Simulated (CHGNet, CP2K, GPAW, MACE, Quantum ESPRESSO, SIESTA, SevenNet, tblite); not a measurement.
# ZnTeH4N2 (P2_1) (96 atoms) in tblite

Aim: run ZnTeH4N2 (P2_1) (96 atoms) in tblite and see how near its forces come to a plane-wave reference, and at what cost.

Main program and level: tblite 0.8.0; the method is named at each step.

## (1) Starting point

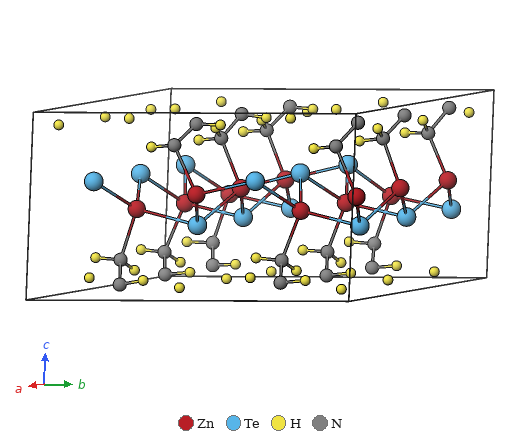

The cell as given, slightly off an axis (zinc red, tellurium blue, hydrogen yellow, nitrogen grey). Bonds to atoms that aren't drawn are left out.

The cell holds 96 atoms: 12 Zn, 12 Te, 48 H and 24 N. Its edges and angles: a = 12.667 Å, b = 13.811 Å, c = 7.303 Å, α = 90.0°, β = 98.9°, γ = 90.0°. It derives from ZnTeH4N2 (P2_1), repeated 3×2×1. ZnTeH4N2, space group P2_1, structure from the Crystallography Open Database, 3 x 2 x 1 conventional cells; positions as listed; bonds to H set to neutron lengths (C-H 1.089, N-H 1.015, O-H 0.983, B-H 1.19 Å) where the listed ones are shorter. Then every atom was moved at random, 0.03 Å r.m.s. a Cartesian component (hydrogen 0.6 of that).

The yardstick, on the same geometry:

- method: Kohn-Sham DFT, PBE, SSSP efficiency 1.3.0 pseudopotentials, plane waves (Quantum ESPRESSO 7.5); sssp-pbe-1.3.0-efficiency, cutoffs 60/480 Ry, Γ point
- r.m.s. force component: 0.929 eV/Å
- longest force: 4.68 eV/Å
- pressure: 3.176 GPa
- gap (highest filled to lowest empty level): 2.235 eV
- time: 7.4 min on 2 MPI ranks of Arm Neoverse V2, shared host
- CPU time: 15 min

## (2) GFN1-xTB

Method: GFN1-xTB tight binding, diagonalisation.

File run.py:

```python
import numpy as np
from ase.io import read
from tblite.ase import TBLite

atoms = read("structure.xyz")
atoms.calc = TBLite(method="GFN1-xTB", electronic_temperature=580, accuracy=1.0, max_iterations=250, mixer_damping=0.1, verbosity=1)
energy = atoms.get_potential_energy()
forces = atoms.get_forces()
print(f"energy {energy:.6f} eV")
print("forces (eV/A)")
for i, (a, f) in enumerate(zip(atoms, forces)):
    print(f"{i:4d} {a.symbol:2s} {f[0]:10.5f} {f[1]:10.5f} {f[2]:10.5f}")
stress = -atoms.get_stress(voigt=False) * 160.21766
print("stress (GPa, compression positive)")
for row in stress:
    print(" ".join(f"{x:10.4f}" for x in row))
print("charges (e)")
print(np.array2string(atoms.get_charges(), precision=4, suppress_small=True, max_line_width=110, threshold=100000))
```

File structure.xyz:

```xyz
96
Lattice="12.66660 0.00000 0.00000 0.00000 13.81140 0.00000 -1.13339 0.00000 7.21462" Properties=species:S:1:pos:R:3 pbc="T T T"
Zn 2.67375 6.56428 3.98175
Zn 0.48248 3.12580 3.24449
Te 2.57212 2.26134 4.52631
Te 0.49576 5.73670 2.71003
H 2.50007 4.73551 5.82508
H 0.59663 1.30573 1.38982
H -0.74998 5.97633 6.36402
H 3.85231 2.52293 0.83762
H 1.51175 0.34625 6.59719
H 1.58892 3.82175 0.59730
H 3.11711 6.06030 0.43143
H -0.04029 2.64171 6.79552
N 2.58304 5.77910 5.88958
N 0.49503 2.35968 1.34719
N 1.48039 6.28847 6.72424
N 1.50854 2.81090 0.55185
Zn 2.60959 13.48324 3.97576
Zn 0.50675 10.04987 3.20127
Te 2.58150 9.22339 4.56657
Te 0.46417 12.59738 2.69343
H 2.49029 11.64867 5.80835
H 0.57626 8.23933 1.41710
H -0.74240 12.90289 6.36575
H 3.85226 9.39686 0.84844
H 1.50049 7.27129 6.63579
H 1.58255 10.71406 0.56692
H 3.08434 13.02153 0.45301
H -0.04192 9.56771 6.79863
N 2.55601 12.67375 5.80200
N 0.50889 9.27656 1.33882
N 1.52191 13.11738 6.71068
N 1.62625 9.68069 0.49196
Zn 6.84539 6.60088 3.94936
Zn 4.66824 3.17110 3.19398
Te 6.86388 2.33647 4.49608
Te 4.71140 5.66751 2.66039
H 6.72663 4.79822 5.80676
H 4.79506 1.30131 1.39170
H 3.45261 5.98628 6.33862
H 8.05758 2.51892 0.83228
H 5.72854 0.35523 6.61357
H 5.78443 3.82369 0.58958
H 7.34548 6.11444 0.46289
H 4.18866 2.63190 6.82243
N 6.77714 5.78546 5.88352
N 4.73665 2.26907 1.29748
N 5.76863 6.22065 6.75108
N 5.80142 2.76739 0.50560
Zn 6.87375 13.43670 3.98088
Zn 4.64193 10.04600 3.23244
Te 6.81641 9.15116 4.54427
Te 4.72405 12.66036 2.69921
H 6.72692 11.67961 5.79601
H 4.77426 8.21157 1.39992
H 3.47595 12.89239 6.36741
H 8.07229 9.45377 0.84021
[... 36 atom lines left out ...]
N 11.04263 12.68342 5.90358
N 8.98608 9.26441 1.30448
N 9.97864 13.15757 6.74856
N 10.01990 9.67323 0.51851
```

Launch:

```bash
$ OMP_NUM_THREADS=1 python run.py > output.txt
```

The log of the run:

```text
------------------------------------------------------------
  cycle        total energy    energy error   density error
------------------------------------------------------------
      1     -158.2446393127  -1.5890238E+02   5.3419266E-01
      2     -158.4259558877  -1.8131657E-01   4.6584301E-01
      3     -158.6404962489  -2.1454036E-01   1.2863185E-01
      4     -158.6994272983  -5.8931049E-02   7.2352024E-02
      5     -158.7498115718  -5.0384273E-02   2.4265772E-02
      6     -158.7537087954  -3.8972236E-03   6.4112198E-03
      7     -158.7540409744  -3.3217897E-04   4.7215050E-03
      8     -158.7543641509  -3.2317651E-04   1.2502449E-03
      9     -158.7543867257  -2.2574802E-05   6.4568426E-04
     10     -158.7543947955  -8.0697665E-06   1.2969356E-04
     11     -158.7543949256  -1.3015560E-07   4.1519016E-05
     12     -158.7543949315  -5.8936109E-09   2.8503175E-05
     13     -158.7543949432  -1.1687632E-08   1.0697264E-05
------------------------------------------------------------
 total:                                   2.516 sec
energy -4319.927124 eV
forces (eV/A)
   0 Zn   -0.36126    0.87199   -1.16622
   1 Zn   -0.11262    0.85681    1.12364
   2 Te    0.37643   -0.01707    0.31068
   3 Te   -0.06588    0.08041   -0.15404
   4 H    -0.12062    0.94750    0.34137
   5 H    -0.21812    1.15789   -0.11445
   6 H     0.50716    0.07196    0.65193
   7 H     0.30439   -0.33954   -0.10030
   8 H    -0.07790   -0.72239   -0.17717
   9 H    -0.30276    0.37670    0.48391
  10 H    -1.41173    0.61165   -0.58206
  11 H     0.96388    0.23349    0.71458
  12 N    -0.99544   -1.09392   -0.56262
  13 N    -2.11657   -2.21058    1.09960
  14 N     2.02487   -2.77966    1.78939
  15 N     1.37692   -0.04037   -3.73599
  16 Zn   -0.13718    0.84803   -1.41709
  17 Zn   -0.18983    0.54455    1.42252
  18 Te    0.20887   -0.33637    0.22529
  19 Te    0.07065    0.32677   -0.29322
  20 H    -0.01459    0.01660   -0.04849
  21 H     0.04627    0.59846   -0.12003
  22 H     0.00019   -0.11547    0.23547
  23 H    -0.90187    0.30635   -0.90131
[...]
88 H     0.30014    0.69963   -0.55490
  89 H     0.41503   -0.64004    0.10954
  90 H     0.26894   -0.13128    2.42825
  91 H     1.01653   -0.06893    0.01798
  92 N     0.55803    1.20559   -0.50144
  93 N    -2.95034   -3.24507    2.05801
  94 N    -0.39399   -0.81666   -0.99946
  95 N     0.55597    1.79615   -3.04702
stress (GPa, compression positive)
    0.6030     0.1160    -2.5160
    0.1160     0.2259    -0.2093
   -2.5160    -0.2093     2.9274
charges (e)
[ 0.1967  0.2102 -0.2515 -0.2549  0.1716  0.1644  0.1864  0.1832  0.1754  0.1789  0.1511  0.1423 -0.3057
 -0.2755 -0.3597 -0.3505  0.2141  0.2213 -0.2434 -0.2542  0.1721  0.1729  0.1875  0.1944  0.1908  0.1797
  0.1494  0.1542 -0.2794 -0.3018 -0.3549 -0.3525  0.1945  0.204  -0.2597 -0.2226  0.1761  0.1814  0.192
  0.1915  0.1859  0.1729  0.1513  0.1593 -0.2932 -0.3061 -0.3574 -0.3493  0.2002  0.1955 -0.2425 -0.2448
  0.1716  0.1783  0.1772  0.1785  0.1757  0.1827  0.1507  0.1666 -0.294  -0.309  -0.3518 -0.3616  0.1942
  0.2164 -0.2406 -0.254   0.1723  0.172   0.1816  0.1857  0.1861  0.1885  0.1445  0.1599 -0.2937 -0.3176
 -0.3469 -0.3664  0.2011  0.1956 -0.25   -0.2176  0.1802  0.1593  0.1863  0.1915  0.1807  0.1704  0.17
  0.148  -0.3112 -0.2821 -0.3711 -0.3396]
```

It took 3.3 s on 1 thread of Arm Neoverse V2, shared host; peak memory 0.1 GiB.

Banners, paths, timers and routine set-up lines are dropped from the logs unmarked, and long logs keep their key lines alone; longer cuts are marked.

Numbers from this run, and their distance from the reference:

* r.m.s. force component: 0.9426 eV/Å
* r.m.s. difference of force components: 382.9 meV/Å
* longest difference of force vectors: 1317 meV/Å
* force difference over r.m.s. force: 41.21 %
* slope of forces against the reference's: 0.9298
* correlation of force components: 0.9164
* pressure: 1.252 GPa
* pressure difference: -1.924 GPa

Length of the force difference by element (eV/Å):

| element | atoms | mean | most |
| --- | --- | --- | --- |
| H | 48 | 0.49 | 0.86 |
| N | 24 | 0.62 | 1.0 |
| Te | 12 | 0.17 | 0.22 |
| Zn | 12 | 1.2 | 1.3 |

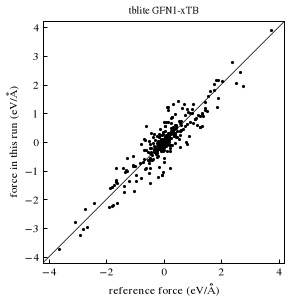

Force components against those of the reference; the line marks equality.

Local excerpt of 9 atoms (numbers count through the whole input) about Zn2, one of the 12 Zn atoms; x, y, z are measured from there.

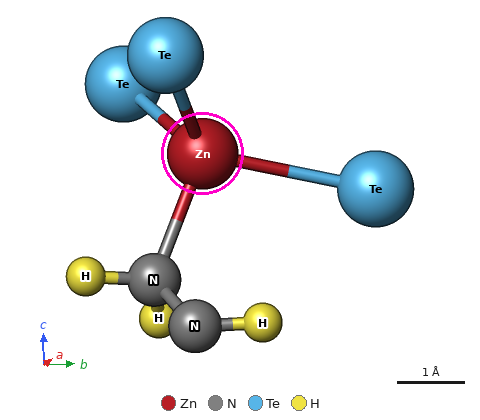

The atoms of the table, within 3.0 Å (arrows a, b, c point along x, y, z); some may hide others; the central atom is ringed.

| atom | x | y | z | distance (Å) | Mulliken charge (e) | Fx | Fy | Fz (eV/Å) |
| --- | --- | --- | --- | --- | --- | --- | --- | --- |
| Zn2 | 0.00 | 0.00 | 0.00 | 0.00 | 0.21 | -0.11 | 0.86 | 1.12 |
| N14 | 0.01 | -0.77 | -1.90 | 2.05 | -0.28 | -2.12 | -2.21 | 1.10 |
| Te3 | 2.09 | -0.86 | 1.28 | 2.60 | -0.25 | 0.38 | -0.02 | 0.31 |
| H6 | 0.11 | -1.82 | -1.85 | 2.60 | 0.16 | -0.22 | 1.16 | -0.11 |
| H72 | -0.87 | -0.57 | -2.39 | 2.61 | 0.19 | 0.08 | -0.26 | 0.10 |
| Te67 | -2.13 | -0.86 | 1.25 | 2.61 | -0.24 | 0.48 | -0.18 | 0.45 |
| Te4 | 0.01 | 2.61 | -0.53 | 2.67 | -0.25 | -0.07 | 0.08 | -0.15 |
| N16 | 1.03 | -0.31 | -2.69 | 2.90 | -0.35 | 1.38 | -0.04 | -3.74 |
| H10 | 1.11 | 0.70 | -2.65 | 2.95 | 0.18 | -0.30 | 0.38 | 0.48 |

Atoms are counted from 1 here, from 0 in the log.

Forces lie 41 % from the reference's, at 0.0036 times its CPU time (on 1 against 2 cores).

## (3) Results

| Quantity | Value |
| --- | --- |
| force difference from the reference | tblite GFN1-xTB, 41 % |
| its CPU time | 3.2 s |

**Reading.** Tight binding differs by 41 % (tblite GFN1-xTB); it is another model, with fitted parameters of its own, and the xTB methods hold dispersion. One electronic-structure run takes under half the reference's CPU time: tblite GFN1-xTB, at 41 % in 3.2 s against 15 min; its pressure misses by -1.9 GPa. Periodic xTB results under one method name differ between programs and library versions. The reference's pressure holds the uncorrected Pulay stress of its 60 Ry basis, so small pressure differences, and their order, may be the reference's own error. The reference's pressure of 3.2 GPa belongs to a cell and atoms that aren't relaxed at this level. The electronic-structure runs sample only Γ, in a cell whose shortest periodic width is 7 Å. Spin–orbit coupling is left out, which matters for the levels of the heavy elements.

[Also dropped from logs without a mark: logging warnings of Python, and SIESTA's first energy breakdown and zero terms.]

[Logs are printed without paths, hosts, clocks, repeated set-up lines and the standing remarks that a program may print on its own settings, such as how far it seeks lower states.]

[Hosts, paths, dates, database ids (printed as entryN), source tags and the programs' standing remarks are cut or masked in the printed files.]
